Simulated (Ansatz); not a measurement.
## Run report: In₇As₇H₂₀, geometry relaxation (part 1 of 2)

The run: geometry relaxation of In₇As₇H₂₀ (In7As7 zinc blende off sphere). Method and program: RKS PBE-D4/def2-SVP (Ansatz 0.2.0).

The geometry: GFN2-xTB start.

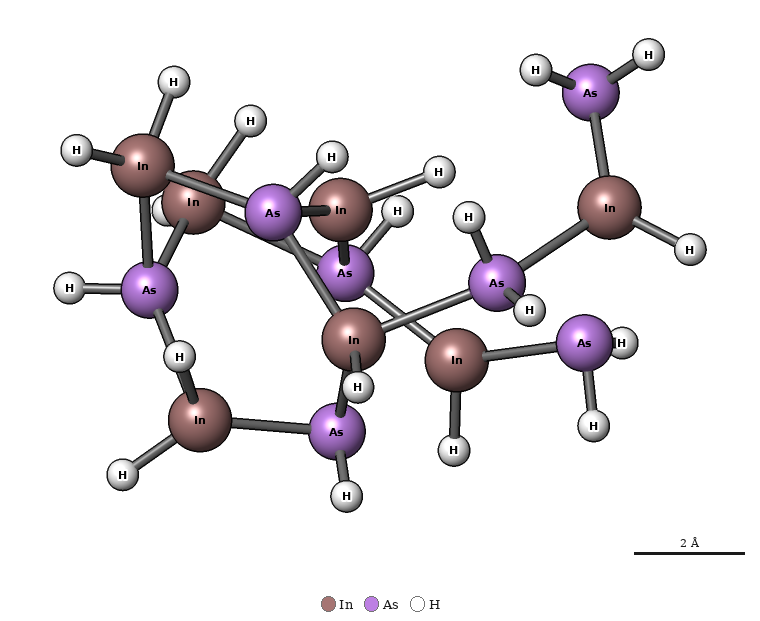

Fig. 1: The structure as given in the input (ball-and-stick view, seen at a tilt). Sticks mark near contacts.

## Key numbers

- outcome: converged
- total energy: −462322.6709 eV
- mean-field energy: −462320.4562 eV
- dispersion energy: −2.2148 eV
- HOMO: −5.79 eV
- LUMO: −2.36 eV
- largest force (length of the vector) at the end: 0.014 eV/Å
- dipole moment: 4.70 D
- hardware: 2 CPU threads, shared host
- wall time: 4.7 min (CPU time 6.2 min)
- peak memory: 1.2 GiB

## Input file
```yaml
crystal:
  periodic: [false, false, false]
  atoms:
    - {symbol: In, position_ang: [0.940320, -4.123410, -0.035630]}
    - {symbol: In, position_ang: [-2.020500, 3.353890, -2.580650]}
    - {symbol: In, position_ang: [0.285480, -1.388150, -1.947880]}
    - {symbol: In, position_ang: [-3.024830, -0.270240, 1.023200]}
    - {symbol: In, position_ang: [1.740700, -0.718010, 4.008710]}
    - {symbol: In, position_ang: [0.702490, 0.575100, 0.910200]}
    - {symbol: In, position_ang: [4.141750, -0.965810, 1.576360]}
    - {symbol: As, position_ang: [-3.998410, 1.257600, -0.918640]}
    - {symbol: As, position_ang: [-1.292820, -2.766200, -0.315730]}
    - {symbol: As, position_ang: [2.212230, -2.617130, 2.314130]}
    - {symbol: As, position_ang: [-0.837530, 0.951690, -3.109520]}
    - {symbol: As, position_ang: [-1.239450, 4.960620, -0.682640]}
    - {symbol: As, position_ang: [2.549570, -0.364890, -0.772000]}
    - {symbol: As, position_ang: [-1.022700, -0.119170, 2.830050]}
    - {symbol: H, position_ang: [2.436270, -3.512420, -0.912050]}
    - {symbol: H, position_ang: [1.238460, -5.728050, 0.637430]}
    - {symbol: H, position_ang: [-3.191940, 3.544530, -3.959550]}
    - {symbol: H, position_ang: [0.391190, -2.161490, -3.533830]}
    - {symbol: H, position_ang: [-4.256880, -1.563820, 1.469060]}
    - {symbol: H, position_ang: [1.277150, -0.977990, 5.701380]}
    - {symbol: H, position_ang: [1.952880, 1.071250, 3.629100]}
    - {symbol: H, position_ang: [-0.100850, 2.173320, 0.145920]}
    - {symbol: H, position_ang: [5.695870, -1.544890, 0.929940]}
    - {symbol: H, position_ang: [4.287300, 0.653850, 2.288970]}
    - {symbol: H, position_ang: [-4.949040, 0.133430, -1.300410]}
    - {symbol: H, position_ang: [-5.057550, 1.763950, 0.039030]}
    - {symbol: H, position_ang: [-1.667530, -3.689700, -1.497420]}
    - {symbol: H, position_ang: [3.089400, -3.413710, 3.265800]}
    - {symbol: H, position_ang: [-0.994430, 0.795430, -4.606020]}
    - {symbol: H, position_ang: [0.519640, 1.558740, -3.371400]}
    - {symbol: H, position_ang: [0.147020, 4.624240, -1.172120]}
    - {symbol: H, position_ang: [-1.247390, 6.074430, -1.718480]}
    - {symbol: H, position_ang: [2.535940, 1.053590, -1.383070]}
    - {symbol: H, position_ang: [-1.241810, 1.379430, 3.047740]}
basis:
  gaussian: {orbitals: def2-SVP, fitting: {mean_field: def2-universal-jkfit}}
hamiltonian: {xc: pbe, dispersion: d4}
scf: {lower_state_search: "off"}
output: {orbitals: {seedname: orbitals}}
relax: {f_tol: 0.03, max_steps: 70}
```

Run as:
```bash
ansatz run in.yaml --threads 2 --pin off --events-out ev --progress --plain --max-ram 32768MiB --backend cuda --devices 0, --max-vram 18GiB
```

## Output
```
Functional definition: PBE
  name "PBE"
  cite "Perdew, Burke & Ernzerhof, Phys. Rev. Lett. 77, 3865 (1996) doi:10.1103/PhysRevLett.77.3865"
  parent pbe
  parameter kappa = 0.804
  parameter beta = 0.06672455060314922
  exchange = pbe_x(kappa = kappa, mu = beta*pi^2/3)
  correlation = pbe_c(beta = beta)
these checks for a lower state are left out or cut short: stability, starts, cluster_reference, orbital_swaps, neighbouring_geometries, increment
3748 factors; integrals over basis functions are off by at most 3.9e-1 eV
mean field evaluation 1: about -462309.6693 eV, gradient 5.3e1 eV
mean field evaluation 2: about -462304.6305 eV, gradient 6.2e1 eV
mean field evaluation 4: about -462317.1017 eV, gradient 6.6e0 eV
mean field evaluation 8: about -462317.2547 eV, gradient 4.6e-1 eV
mean field evaluation 16: about -462317.2658 eV, gradient 6.0e-4 eV
mean field -462317.26575564 eV, -16989.8461466221 hartree, gradient 3.0e-6 eV, S^2 0.000000; 0 other end points of the search recorded, 0 dependent functions left out
the calculation of the forces begins
reference -462317.26587029 eV, -16989.8461508352 hartree; 199, 199 occupied and 307, 307 virtual orbitals, 3748 factors
relax step   1: F+E_penalty+E_count = -462319.35206787 eV  Δ(F+E_penalty+E_count) = +0.000e0 eV  max|allowed force component| = 1.316e0 eV/Å  Δτ_max = 0.0000 Å  (20 SCF iters, accepted)
these checks for a lower state are left out or cut short: stability, starts, cluster_reference, orbital_swaps, neighbouring_geometries, increment
3748 factors; integrals over basis functions are off by at most 3.7e-1 eV
mean field -462318.24592360 eV, -16989.8821671299 hartree, gradient 1.3e-6 eV, S^2 0.000000; 0 other end points of the search recorded, 0 dependent functions left out
[... from here on the field's lines of each further geometry are left out, up to the last ...]
relax step   2: F+E_penalty+E_count = -462320.35130059 eV  Δ(F+E_penalty+E_count) = -9.992e-1 eV  max|allowed force component| = 1.014e0 eV/Å  Δτ_max = 0.1946 Å  (24 SCF iters, accepted)
relax step   3: F+E_penalty+E_count = -462321.08345702 eV  Δ(F+E_penalty+E_count) = -7.322e-1 eV  max|allowed force component| = 4.223e-1 eV/Å  Δτ_max = 0.1947 Å  (25 SCF iters, accepted)
relax step   4: F+E_penalty+E_count = -462321.51036466 eV  Δ(F+E_penalty+E_count) = -4.269e-1 eV  max|allowed force component| = 3.889e-1 eV/Å  Δτ_max = 0.1949 Å  (24 SCF iters, accepted)
relax step   5: F+E_penalty+E_count = -462321.75902330 eV  Δ(F+E_penalty+E_count) = -2.487e-1 eV  max|allowed force component| = 3.019e-1 eV/Å  Δτ_max = 0.2000 Å  (20 SCF iters, accepted)
relax step   6: F+E_penalty+E_count = -462321.93022349 eV  Δ(F+E_penalty+E_count) = -1.712e-1 eV  max|allowed force component| = 2.317e-1 eV/Å  Δτ_max = 0.1960 Å  (19 SCF iters, accepted)
relax step   7: F+E_penalty+E_count = -462322.02742719 eV  Δ(F+E_penalty+E_count) = -9.720e-2 eV  max|allowed force component| = 2.184e-1 eV/Å  Δτ_max = 0.1965 Å  (19 SCF iters, accepted)
relax step   8: F+E_penalty+E_count = -462322.09398029 eV  Δ(F+E_penalty+E_count) = -6.655e-2 eV  max|allowed force component| = 1.079e-1 eV/Å  Δτ_max = 0.1957 Å  (19 SCF iters, accepted)
relax step   9: F+E_penalty+E_count = -462322.14766722 eV  Δ(F+E_penalty+E_count) = -5.369e-2 eV  max|allowed force component| = 1.336e-1 eV/Å  Δτ_max = 0.1955 Å  (19 SCF iters, accepted)
relax step  10: F+E_penalty+E_count = -462322.20783431 eV  Δ(F+E_penalty+E_count) = -6.017e-2 eV  max|allowed force component| = 1.355e-1 eV/Å  Δτ_max = 0.1951 Å  (19 SCF iters, accepted)
relax step  11: F+E_penalty+E_count = -462322.28022972 eV  Δ(F+E_penalty+E_count) = -7.240e-2 eV  max|allowed force component| = 2.308e-1 eV/Å  Δτ_max = 0.1952 Å  (20 SCF iters, accepted)
relax step  12: F+E_penalty+E_count = -462322.36233058 eV  Δ(F+E_penalty+E_count) = -8.210e-2 eV  max|allowed force component| = 3.335e-1 eV/Å  Δτ_max = 0.1952 Å  (20 SCF iters, accepted)
relax step  13: F+E_penalty+E_count = -462322.44926961 eV  Δ(F+E_penalty+E_count) = -8.694e-2 eV  max|allowed force component| = 2.044e-1 eV/Å  Δτ_max = 0.1949 Å  (20 SCF iters, accepted)
relax step  14: F+E_penalty+E_count = -462322.47647665 eV  Δ(F+E_penalty+E_count) = -2.721e-2 eV  max|allowed force component| = 1.720e-1 eV/Å  Δτ_max = 0.1998 Å  (20 SCF iters, accepted)
relax step  15: F+E_penalty+E_count = -462322.50267576 eV  Δ(F+E_penalty+E_count) = -2.620e-2 eV  max|allowed force component| = 2.339e-1 eV/Å  Δτ_max = 0.1937 Å  (19 SCF iters, accepted)
relax step  16: F+E_penalty+E_count = -462322.53564041 eV  Δ(F+E_penalty+E_count) = -3.296e-2 eV  max|allowed force component| = 1.516e-1 eV/Å  Δτ_max = 0.0905 Å  (18 SCF iters, accepted)
relax step  17: F+E_penalty+E_count = -462322.57458478 eV  Δ(F+E_penalty+E_count) = -3.894e-2 eV  max|allowed force component| = 5.054e-2 eV/Å  Δτ_max = 0.2000 Å  (18 SCF iters, accepted)
relax step  18: F+E_penalty+E_count = -462322.59615534 eV  Δ(F+E_penalty+E_count) = -2.157e-2 eV  max|allowed force component| = 9.084e-2 eV/Å  Δτ_max = 0.1951 Å  (18 SCF iters, accepted)
relax step  19: F+E_penalty+E_count = -462322.61061305 eV  Δ(F+E_penalty+E_count) = -1.446e-2 eV  max|allowed force component| = 1.535e-1 eV/Å  Δτ_max = 0.1950 Å  (18 SCF iters, accepted)
relax step  20: F+E_penalty+E_count = -462322.61989166 eV  Δ(F+E_penalty+E_count) = -9.279e-3 eV  max|allowed force component| = 1.897e-1 eV/Å  Δτ_max = 0.1762 Å  (18 SCF iters, accepted)
relax step  21: F+E_penalty+E_count = -462322.62832869 eV  Δ(F+E_penalty+E_count) = -8.437e-3 eV  max|allowed force component| = 1.802e-1 eV/Å  Δτ_max = 0.1705 Å  (19 SCF iters, accepted)
relax step  22: F+E_penalty+E_count = -462322.63555276 eV  Δ(F+E_penalty+E_count) = -7.224e-3 eV  max|allowed force component| = 1.399e-1 eV/Å  Δτ_max = 0.1859 Å  (19 SCF iters, accepted)
relax step  23: F+E_penalty+E_count = -462322.62798839 eV  Δ(F+E_penalty+E_count) = +7.564e-3 eV  max|allowed force component| = 1.266e-1 eV/Å  Δτ_max = 0.1987 Å  (19 SCF iters, rejected (line search))
relax step  24: F+E_penalty+E_count = -462322.64632092 eV  Δ(F+E_penalty+E_count) = -1.077e-2 eV  max|allowed force component| = 4.388e-2 eV/Å  Δτ_max = 0.0963 Å  (18 SCF iters, accepted)
relax step  25: F+E_penalty+E_count = -462322.64790735 eV  Δ(F+E_penalty+E_count) = -1.586e-3 eV  max|allowed force component| = 3.671e-2 eV/Å  Δτ_max = 0.0521 Å  (18 SCF iters, accepted)
relax step  26: F+E_penalty+E_count = -462322.64918425 eV  Δ(F+E_penalty+E_count) = -1.277e-3 eV  max|allowed force component| = 3.562e-2 eV/Å  Δτ_max = 0.0500 Å  (18 SCF iters, accepted)
relax step  27: F+E_penalty+E_count = -462322.65095680 eV  Δ(F+E_penalty+E_count) = -1.773e-3 eV  max|allowed force component| = 9.983e-2 eV/Å  Δτ_max = 0.1028 Å  (18 SCF iters, accepted)
relax step  28: F+E_penalty+E_count = -462322.65208516 eV  Δ(F+E_penalty+E_count) = -1.128e-3 eV  max|allowed force component| = 1.039e-1 eV/Å  Δτ_max = 0.0313 Å  (19 SCF iters, accepted)
relax step  29: F+E_penalty+E_count = -462322.65461611 eV  Δ(F+E_penalty+E_count) = -2.531e-3 eV  max|allowed force component| = 1.452e-1 eV/Å  Δτ_max = 0.1031 Å  (18 SCF iters, accepted)
relax step  30: F+E_penalty+E_count = -462322.64973342 eV  Δ(F+E_penalty+E_count) = +4.883e-3 eV  max|allowed force component| = 2.769e-1 eV/Å  Δτ_max = 0.1759 Å  (18 SCF iters, rejected (line search))
relax step  31: F+E_penalty+E_count = -462322.65467358 eV  Δ(F+E_penalty+E_count) = -5.747e-5 eV  max|allowed force component| = 8.641e-2 eV/Å  Δτ_max = 0.0859 Å  (18 SCF iters, accepted)
relax step  32: F+E_penalty+E_count = -462322.65891400 eV  Δ(F+E_penalty+E_count) = -4.240e-3 eV  max|allowed force component| = 1.108e-1 eV/Å  Δτ_max = 0.0889 Å  (18 SCF iters, accepted)
relax step  33: F+E_penalty+E_count = -462322.66010511 eV  Δ(F+E_penalty+E_count) = -1.191e-3 eV  max|allowed force component| = 9.432e-2 eV/Å  Δτ_max = 0.0421 Å  (19 SCF iters, accepted)
relax step  34: F+E_penalty+E_count = -462322.66128993 eV  Δ(F+E_penalty+E_count) = -1.185e-3 eV  max|allowed force component| = 8.493e-2 eV/Å  Δτ_max = 0.0409 Å  (18 SCF iters, accepted)
relax step  35: F+E_penalty+E_count = -462322.66333977 eV  Δ(F+E_penalty+E_count) = -2.050e-3 eV  max|allowed force component| = 7.726e-2 eV/Å  Δτ_max = 0.1317 Å  (18 SCF iters, accepted)
relax step  36: F+E_penalty+E_count = -462322.66427864 eV  Δ(F+E_penalty+E_count) = -9.389e-4 eV  max|allowed force component| = 9.848e-2 eV/Å  Δτ_max = 0.0570 Å  (19 SCF iters, accepted)
relax step  37: F+E_penalty+E_count = -462322.66562217 eV  Δ(F+E_penalty+E_count) = -1.344e-3 eV  max|allowed force component| = 1.439e-1 eV/Å  Δτ_max = 0.1174 Å  (18 SCF iters, accepted)
relax step  38: F+E_penalty+E_count = -462322.66661229 eV  Δ(F+E_penalty+E_count) = -9.901e-4 eV  max|allowed force component| = 1.347e-1 eV/Å  Δτ_max = 0.0372 Å  (19 SCF iters, accepted)
relax step  39: F+E_penalty+E_count = -462322.66623621 eV  Δ(F+E_penalty+E_count) = +3.761e-4 eV  max|allowed force component| = 8.573e-2 eV/Å  Δτ_max = 0.0806 Å  (18 SCF iters, rejected (line search))
relax step  40: F+E_penalty+E_count = -462322.66862911 eV  Δ(F+E_penalty+E_count) = -2.017e-3 eV  max|allowed force component| = 2.260e-2 eV/Å  Δτ_max = 0.0385 Å  (19 SCF iters, accepted)
relax step  41: F+E_penalty+E_count = -462322.66982641 eV  Δ(F+E_penalty+E_count) = -1.197e-3 eV  max|allowed force component| = 3.181e-2 eV/Å  Δτ_max = 0.0810 Å  (18 SCF iters, accepted)
relax step  42: F+E_penalty+E_count = -462322.67026157 eV  Δ(F+E_penalty+E_count) = -4.352e-4 eV  max|allowed force component| = 8.250e-2 eV/Å  Δτ_max = 0.0924 Å  (18 SCF iters, accepted)
the calculation of the forces begins
reference -462320.45594969 eV, -16989.9633840907 hartree; 199, 199 occupied and 307, 307 virtual orbitals, 3748 factors
relax step  43: F+E_penalty+E_count = -462322.67061600 eV  Δ(F+E_penalty+E_count) = -3.544e-4 eV  max|allowed force component| = 3.669e-2 eV/Å  Δτ_max = 0.0076 Å  (14 SCF iters, accepted)
these checks for a lower state are left out or cut short: stability, starts, cluster_reference, orbital_swaps, neighbouring_geometries, increment
3748 factors; integrals over basis functions are off by at most 3.6e-1 eV
mean field evaluation 320: about -462320.4372 eV, gradient 3.5e-3 eV
mean field -462320.45605976 eV, -16989.9633881359 hartree, gradient 2.2e-6 eV, S^2 0.000000; 0 other end points of the search recorded, 0 dependent functions left out
the calculation of the forces begins
reference -462320.45617854 eV, -16989.9633925011 hartree; 199, 199 occupied and 307, 307 virtual orbitals, 3748 factors
relax step  44: F+E_penalty+E_count = -462322.67081316 eV  Δ(F+E_penalty+E_count) = -1.972e-4 eV  max|allowed force component| = 1.194e-2 eV/Å  Δτ_max = 0.0213 Å  (19 SCF iters, accepted)
```

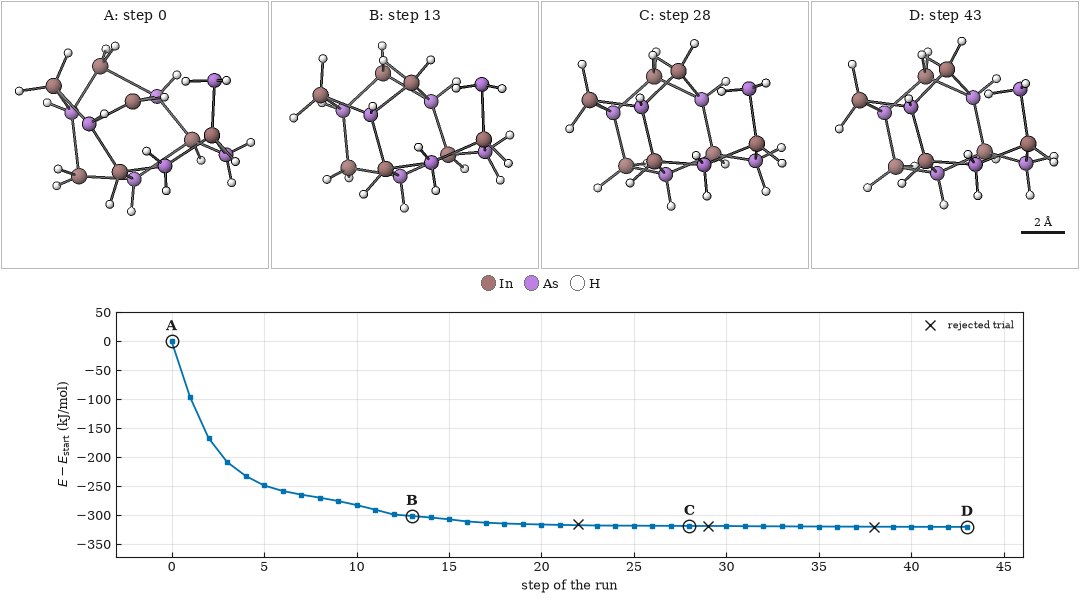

Fig. 2: Frames of the relaxation (ball-and-stick view, seen at a tilt) above the curves, on which the letters mark them (the first geometry is step 0 here and step 1 in the log).
